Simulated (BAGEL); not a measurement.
# C2H2Cl2F2 (1,1-dichloro-2,2-difluoroethane) at HF/6-31G(d) (density fitting with cc-pvqz-jkfit, spherical functions)

Aim: the energy change on altering one bond length of C2H2Cl2F2 (1,1-dichloro-2,2-difluoroethane) at HF/6-31G* (density fitting with cc-pvqz-jkfit, spherical functions), from 2 runs. 

Program for the calculation: BAGEL 1.2.2.

6 further runs of the same task are left out: 6 that didn't finish.

### Step 1. Starting point

C2H2Cl2F2 has 8 atoms, charge 0, and is taken as a singlet. As SMILES, `FC(F)C(Cl)Cl`. Geometry: relaxed at PBE0-D4/def2-TZVP. This is one conformer, not always the lowest.

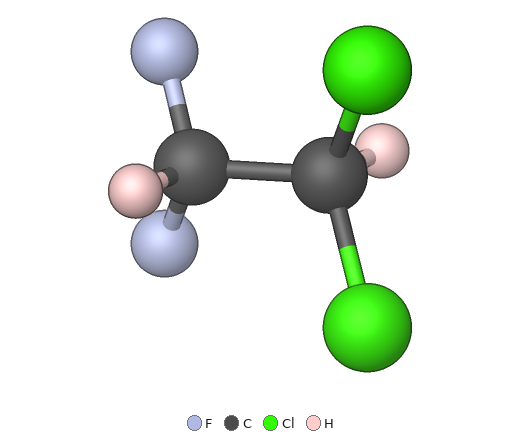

Viewed from a chosen angle; fluorine light blue, carbon dark grey, chlorine green, hydrogen pink.

### Step 2. A single-point energy at HF/6-31G(d) (density fitting with cc-pvqz-jkfit, spherical functions)

File job.json:

```json
{ "bagel" : [

{
  "title" : "molecule",
  "basis" : "6-31gs.json",
  "df_basis" : "cc-pvqz-jkfit",
  "angstrom" : true,
  "geometry" : [
    { "atom" : "F", "xyz" : [    0.408370,   -1.137320,    1.314790 ] },
    { "atom" : "C", "xyz" : [    0.672870,   -0.311460,    0.282290 ] },
    { "atom" : "F", "xyz" : [    1.286580,   -1.040250,   -0.671770 ] },
    { "atom" : "C", "xyz" : [   -0.639670,    0.230610,   -0.271540 ] },
    { "atom" : "Cl", "xyz" : [   -0.309580,    1.248420,   -1.669870 ] },
    { "atom" : "Cl", "xyz" : [   -1.486960,    1.117430,    0.991650 ] },
    { "atom" : "H", "xyz" : [    1.340900,    0.487530,    0.616660 ] },
    { "atom" : "H", "xyz" : [   -1.272520,   -0.594960,   -0.592210 ] }
  ]
},
{ "title" : "hf", "charge" : 0 },
{ "title" : "print", "file" : "orbitals.molden", "orbitals" : true }

]}
```

The basis set 6-31G* is read from a file made from the Basis Set Exchange's data (not shown).

Run with:

```
BAGEL_NUM_THREADS=1 BAGEL job.json > job.out
```

Standard output:

```text
* using 1 threads per process

  ===============================================================
  ===============================================================

  *** Geometry ***

  { "atom" : "F", "xyz" : [      0.771707,     -2.149223,      2.484593 ] },
  { "atom" : "C", "xyz" : [      1.271540,     -0.588574,      0.533451 ] },
  { "atom" : "F", "xyz" : [      2.431284,     -1.965788,     -1.269461 ] },
  { "atom" : "C", "xyz" : [     -1.208801,      0.435790,     -0.513136 ] },
  { "atom" : "Cl", "xyz" : [     -0.585021,      2.359172,     -3.155597 ] },
  { "atom" : "Cl", "xyz" : [     -2.809947,      2.111637,      1.873947 ] },
  { "atom" : "H", "xyz" : [      2.533934,      0.921298,      1.165319 ] },
  { "atom" : "H", "xyz" : [     -2.404714,     -1.124311,     -1.119115 ] },

  Number of auxiliary basis functions:      822

  Since a DF basis is specified, we compute 2- and 3-index integrals:
    o Being stored without compression. Storage requirement is 0.061 GB

  Number of basis functions:       96
  Number of electrons      :       66

    * METHOD: MOLECULE                             1.62

  *** RHF ***

  === Nuclear Repulsion ===
   380.4948853800

      * DIIS with orbital gradients will be used.

  === RHF iteration (6-31gs.json) ===
      0      -1194.51196743          0.01721337           0.32
      1      -1194.64357148          0.01154970           0.30
      2      -1194.71907444          0.00126828           0.30
      3      -1194.72103346          0.00031315           0.31
      4      -1194.72113425          0.00010621           0.30
      5      -1194.72115294          0.00003050           0.31
      6      -1194.72115447          0.00000757           0.30
      7      -1194.72115456          0.00000198           0.30
      8      -1194.72115457          0.00000068           0.31
      9      -1194.72115457          0.00000032           0.30
     10      -1194.72115457          0.00000008           0.30
     11      -1194.72115457          0.00000004           0.30
     12      -1194.72115457          0.00000001           0.29
     13      -1194.72115457          0.00000000           0.29
    * SCF iteration converged.

    * Permanent dipole moment:
           (    0.009488,    -0.065490,     0.001100) a.u.

    * METHOD: HF                                   4.76

    * METHOD: PRINT                                0.03

  ===============================================================
```

It took 6.9 s on 1 thread of Intel Xeon Platinum 8259CL at 2.50GHz (Skylake/Cascade Lake), shared host; peak memory 0.23 GiB.

### Step 3. The distorted shape, same level

File calc.json:

```json
{ "bagel" : [

{
  "title" : "molecule",
  "basis" : "6-31gs.json",
  "df_basis" : "cc-pvqz-jkfit",
  "angstrom" : true,
  "geometry" : [
    { "atom" : "F", "xyz" : [    0.012269,   -2.358669,    2.992755 ] },
    { "atom" : "C", "xyz" : [    0.276769,   -1.532809,    1.960255 ] },
    { "atom" : "F", "xyz" : [    0.890479,   -2.261599,    1.006195 ] },
    { "atom" : "C", "xyz" : [   -1.035771,   -0.990739,    1.406425 ] },
    { "atom" : "Cl", "xyz" : [   -0.309580,    1.248420,   -1.669870 ] },
    { "atom" : "Cl", "xyz" : [   -1.883061,   -0.103919,    2.669615 ] },
    { "atom" : "H", "xyz" : [    0.944799,   -0.733819,    2.294625 ] },
    { "atom" : "H", "xyz" : [   -1.668621,   -1.816309,    1.085755 ] }
  ]
},
{
  "title" : "hf"
},
{
  "title" : "print",
  "file" : "orbitals.molden",
  "orbitals" : true
}

]}
```

The basis set 6-31G* is read from a file made from the Basis Set Exchange's data (not shown).

Run with:

```
BAGEL_NUM_THREADS=1 BAGEL calc.json > calc.out
```

Standard output:

```text
* using 1 threads per process

  ===============================================================
  ===============================================================

  *** Geometry ***

  { "atom" : "F", "xyz" : [      0.023185,     -4.457238,      5.655487 ] },
  { "atom" : "C", "xyz" : [      0.523018,     -2.896589,      3.704345 ] },
  { "atom" : "F", "xyz" : [      1.682761,     -4.273803,      1.901433 ] },
  { "atom" : "C", "xyz" : [     -1.957324,     -1.872225,      2.657758 ] },
  { "atom" : "Cl", "xyz" : [     -0.585021,      2.359172,     -3.155597 ] },
  { "atom" : "Cl", "xyz" : [     -3.558470,     -0.196378,      5.044841 ] },
  { "atom" : "H", "xyz" : [      1.785411,     -1.386717,      4.336213 ] },
  { "atom" : "H", "xyz" : [     -3.153237,     -3.432327,      2.051780 ] },

  Number of auxiliary basis functions:      822

  Since a DF basis is specified, we compute 2- and 3-index integrals:
    o Being stored without compression. Storage requirement is 0.061 GB

  Number of basis functions:       96
  Number of electrons      :       66

    * METHOD: MOLECULE                             2.18

  *** RHF ***

  === Nuclear Repulsion ===
   315.0522694233

      * DIIS with orbital gradients will be used.

  === RHF iteration (6-31gs.json) ===
      0      -1194.16738514          0.01945808           0.32
      1      -1193.62131993          0.02458508           0.30
      2      -1194.38252055          0.00847035           0.29
      3      -1194.44998062          0.00432768           0.30
      4      -1194.48484706          0.00148464           0.29
      5      -1194.49579780          0.00080886           0.29
      6      -1194.49953797          0.00124559           0.30
      7      -1194.50097377          0.00048950           0.29
      8      -1194.50182521          0.00008161           0.31
      9      -1194.50184956          0.00005106           0.30
     10      -1194.50186436          0.00003749           0.29
     11      -1194.50188395          0.00002764           0.27
     12      -1194.50189838          0.00002079           0.26
     13      -1194.50191079          0.00001349           0.29
     14      -1194.50191440          0.00000685           0.31
     15      -1194.50191515          0.00000262           0.34
     16      -1194.50191520          0.00000116           0.27
     17      -1194.50191521          0.00000072           0.26
     18      -1194.50191521          0.00000035           0.26
     19      -1194.50191521          0.00000023           0.27
     20      -1194.50191521          0.00000014           0.30
     21      -1194.50191521          0.00000011           0.27
     22      -1194.50191521          0.00000008           0.26
     23      -1194.50191521          0.00000006           0.27
     24      -1194.50191521          0.00000005           0.26
     25      -1194.50191521          0.00000003           0.29
     26      -1194.50191521          0.00000001           0.29
     27      -1194.50191521          0.00000001           0.28
    * SCF iteration converged.

    * Permanent dipole moment:
           (    0.752015,     1.710730,    -3.156968) a.u.

    * METHOD: HF                                   8.58

    * METHOD: PRINT                                0.03

  ===============================================================
```

Wall time 11 s (1 thread of Intel Xeon Platinum 8259CL at 2.50GHz (Skylake/Cascade Lake), shared host); peak memory 0.23 GiB.

### Step 4. Results

Level: HF/6-31G* (density fitting with cc-pvqz-jkfit, spherical functions).

```
                                                          quantity           value
                                         first shape: total energy  -1194.72115 Eh
                                        first shape: dipole moment          0.17 D
                                          first shape: HOMO energy       -12.52 eV
                                          first shape: LUMO energy         4.04 eV
                                        first shape: HOMO–LUMO gap        16.56 eV
                                     distorted shape: total energy  -1194.50192 Eh
                                    distorted shape: dipole moment          9.32 D
                                      distorted shape: HOMO energy        -8.82 eV
                                      distorted shape: LUMO energy        -3.96 eV
                                    distorted shape: HOMO–LUMO gap         4.87 eV
energy change with the C4–Cl5 bond stretched from 1.761 to 3.874 Å        5.966 eV
```

One bond (distorted shape) is far stretched, which a spin-restricted single reference describes badly; a broken-symmetry solution may lie lower. With the C4–Cl5 bond stretched from 1.761 to 3.874 Å the energy rises by 5.97 eV (138 kcal/mol). The first shape isn't relaxed at this level, so the change isn't measured from a minimum. A restricted reference can't describe the breaking bond well at this length.
